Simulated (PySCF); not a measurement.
**CH4FGa (SMILES [CH3][GaH][F]) at MP2/x2c-SVPall (sfX2C)**

Aim: the vertical ionisation energy of CH4FGa at MP2/x2c-SVPall (sfX2C), from 2 runs. The job is set up through a Python script.

The results are computed with PySCF 2.14.0.

## (1) The system as given

CH4FGa has 7 atoms, charge 0, and is taken as a singlet. SMILES: `[CH3][GaH][F]`. The shape is that of a PBE0-D4/def2-TZVP optimisation.

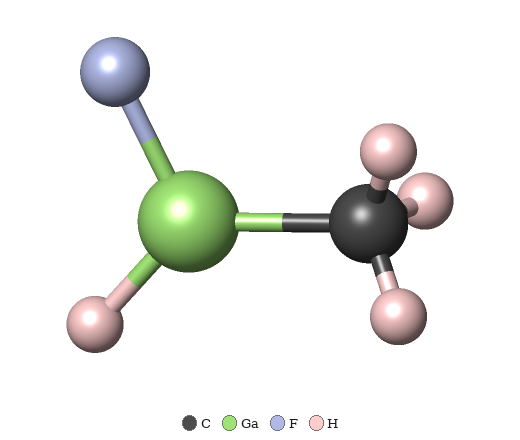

The structure, seen from a chosen angle (carbon dark grey, gallium green, fluorine light blue, hydrogen pink).

## (2) A single-point energy at MP2/x2c-SVPall (sfX2C)

run.py reads:

```python
from pyscf import gto, scf, mp

mol = gto.M(
    atom='''
C     -1.202622     1.233802    -0.360560
Ga     1.200165    -1.505167     0.186516
F      3.607298    -0.785559     2.385212
H     -2.768827     1.048798     0.974532
H     -0.291207     3.051719    -0.025511
H     -1.985724     1.192606    -2.267104
H      1.440727    -4.236199    -0.893085
''',
    unit='bohr',
    basis='x2c-svpall',
    charge=0,
    max_memory=1860,
    verbose=4,
    spin=0,
)

mf = scf.RHF(mol)
mf = mf.sfx2c1e()
mf.conv_tol = 1e-10
mf.kernel()
if not mf.converged:
    mf = mf.newton().run(mf.mo_coeff, mf.mo_occ)

pt = mp.MP2(mf, frozen=11).run()
etot = pt.e_tot
print(f'total energy: {etot:.8f} hartree')
```

Launch:

```sh
$ OMP_NUM_THREADS=1 python run.py
```

Log:

```text
PySCF version 2.14.0

[... 65 lines left out ...]
converged SCF energy = -2081.52536360156
[... 1 line left out ...]
******** <class 'pyscf.mp.mp2.RMP2'> ********
nocc = 14, nmo = 69
frozen orbitals 11
E(RMP2) = -2082.0795278972  E_corr = -0.554164295641447
E(SCS-RMP2) = -2082.05859663654  E_corr = -0.533233034972347
E_corr(same-spin) = -0.152035522843142
E_corr(oppo-spin) = -0.402128772798305
total energy: -2082.07952790 hartree
```

It took 1.7 s on 1 thread of Intel Xeon Platinum 8488C (Sapphire Rapids), shared host; peak memory 0.19 GiB.

## (3) The doublet cation, same level

mol.xyz reads:

```xyz
7

C     -0.636400     0.652900    -0.190800
Ga     0.635100    -0.796500     0.098700
F      1.908900    -0.415700     1.262200
H     -1.465200     0.555000     0.515700
H     -0.154100     1.614900    -0.013500
H     -1.050800     0.631100    -1.199700
H      0.762400    -2.241700    -0.472600
```

run.py reads:

```python
from pyscf import gto, mp

mol = gto.M(
    atom='mol.xyz',
    spin=1,
    basis='x2c-svpall',
    charge=1,
    verbose=3,
    max_memory=1860,
)

mf = mol.UHF()
mf = mf.x2c()
mf.conv_tol = 1e-10
mf.kernel()
if not mf.converged:
    mf = mf.newton().run(mf.mo_coeff, mf.mo_occ)

pt = mp.MP2(mf, frozen=11).run()
e_tot = pt.e_tot
print('Final energy', e_tot)
```

Launch:

```sh
$ OMP_NUM_THREADS=1 python run.py
```

Log:

```text
converged SCF energy = -2081.14667442538  <S^2> = 0.80396679  2S+1 = 2.0532577
E(UMP2) = -2081.67554046437  E_corr = -0.528866038996868
E(SCS-UMP2) = -2081.6546333206  E_corr = -0.507958895222746
Final energy -2081.6755404643736
```

It took 2.4 s on 1 thread of Intel Xeon Platinum 8488C (Sapphire Rapids), shared host; peak memory 0.2 GiB.

## (4) Outcome

At MP2/x2c-SVPall (sfX2C), 11 core orbitals frozen:

```
                                                                  quantity           value
                                              singlet CH4FGa: total energy  -2082.07953 Eh
                      singlet CH4FGa: dipole moment (Hartree–Fock density)          2.91 D
                       singlet CH4FGa: HOMO energy (Hartree–Fock orbitals)       -11.55 eV
                       singlet CH4FGa: LUMO energy (Hartree–Fock orbitals)         1.78 eV
                     singlet CH4FGa: HOMO–LUMO gap (Hartree–Fock orbitals)        13.33 eV
              singlet CH4FGa: correlation energy (11 core orbitals frozen)      -554.2 mEh
                                              doublet cation: total energy  -2081.67554 Eh
doublet cation: HOMO energy (Hartree–Fock orbitals) (highest over α and β)       -19.17 eV
 doublet cation: LUMO energy (Hartree–Fock orbitals) (lowest over α and β)        -9.14 eV
              doublet cation: correlation energy (11 core orbitals frozen)      -528.9 mEh
                         doublet cation: ⟨S²⟩ of the reference determinant           0.804
                        vertical ionisation energy (to the doublet cation)       10.993 eV
```

**Reading.** The vertical ionisation energy comes to 10.99 eV (1061 kJ/mol).
